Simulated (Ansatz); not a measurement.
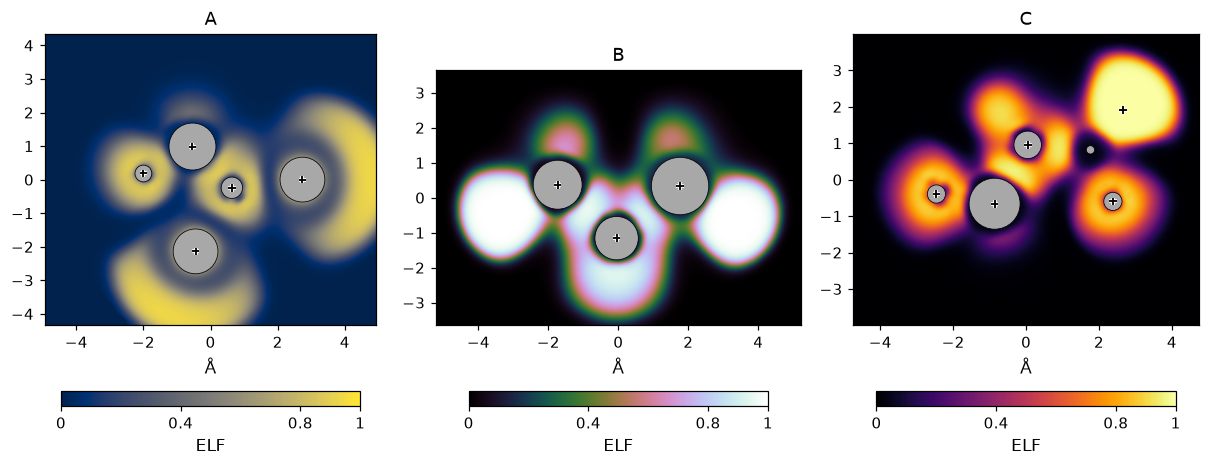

The ELF of 3 systems, each on a plane through atoms (crosses mark nuclei in the plane; grey discs cover the cores).

All numbers below come from Ansatz, isolated molecule in a Gaussian basis; Kohn-Sham density functional theory, functional PBE0.

System 1: CH5F3Si2 (SMILES F[SiH2]C[SiH](F)F), the plane of atoms C1, Si6 and F4. Geometry: r2SCAN-D4/def2-SVP.

```yaml
atoms:
  - { symbol: C, position_ang: [-0.3788, -0.3858, -0.9182] }
  - { symbol: F, position_ang: [-1.8530, -2.7464, -0.5142] }
  - { symbol: F, position_ang: [1.3982, -2.5205, -0.4694] }
  - { symbol: F, position_ang: [2.2387, -0.6130, -2.0075] }
  - { symbol: Si, position_ang: [-1.5724, -1.3015, 0.1931] }
  - { symbol: Si, position_ang: [0.9315, -1.4874, -1.6264] }
  - { symbol: H, position_ang: [-2.8766, -0.5933, 0.3062] }
  - { symbol: H, position_ang: [-0.9806, -1.5390, 1.5350] }
  - { symbol: H, position_ang: [-0.9253, 0.0993, -1.7465] }
  - { symbol: H, position_ang: [0.1151, 0.4179, -0.3414] }
  - { symbol: H, position_ang: [0.5308, -2.2532, -2.8241] }
```

System 2: GeH7PSi, the plane of atoms Ge1, P2 and Si3. Geometry: B3LYP/6-31G*.

```yaml
atoms:
  - { symbol: Ge, position_ang: [-0.3835, -1.3770, 0.1324] }
  - { symbol: P, position_ang: [1.6241, -0.4093, -0.6061] }
  - { symbol: Si, position_ang: [0.9299, 1.7538, -0.7161] }
  - { symbol: H, position_ang: [2.1227, 2.6247, -0.8942] }
  - { symbol: H, position_ang: [0.1771, 2.2177, 0.4821] }
  - { symbol: H, position_ang: [0.0544, 1.8906, -1.9103] }
  - { symbol: H, position_ang: [2.1960, -0.2996, 0.6964] }
  - { symbol: H, position_ang: [-0.0825, -2.8235, 0.5872] }
  - { symbol: H, position_ang: [-1.0453, -0.6060, 1.3008] }
  - { symbol: H, position_ang: [-1.3637, -1.4181, -1.0620] }
```

System 3: FH2In2NSi, the plane of atoms F1, Si5 and N4. Geometry: PBE0-D3(BJ)/def2-SVP; core potentials replace the inner electrons of In.

```xyz
7

F     1.1737    1.7422    0.2322
In    1.4732    2.0444   -2.5281
In   -1.9987    0.5056   -3.0693
N    -0.3986    1.1547   -1.8450
Si   -0.3140    1.0900   -0.1491
H    -1.2974    1.9292    0.6067
H    -0.2977   -0.2722    0.4729
```

Question: Match each panel to its system.

Answer: Panel A is system 3, FH2In2NSi: the plane holds F, In, N and Si. Si–F (1.67 Å): the ELF peaks at about 0.85 in the valence shell of F, 0.6 Å from its nucleus, and is about 0.60 at the midpoint. Panel B is system 2, GeH7PSi: the plane holds Ge, P and Si. Si–P (2.27 Å): the ELF peaks at about 0.95 between the atoms, as expected for localised, covalent bonding. Panel C is system 1, CH5F3Si2: the plane holds C, F, Si and H. Si–F (1.62 Å): the ELF peaks at about 0.85 in the valence shell of F, 0.5 Å from its nucleus, and is about 0.45 at the midpoint.
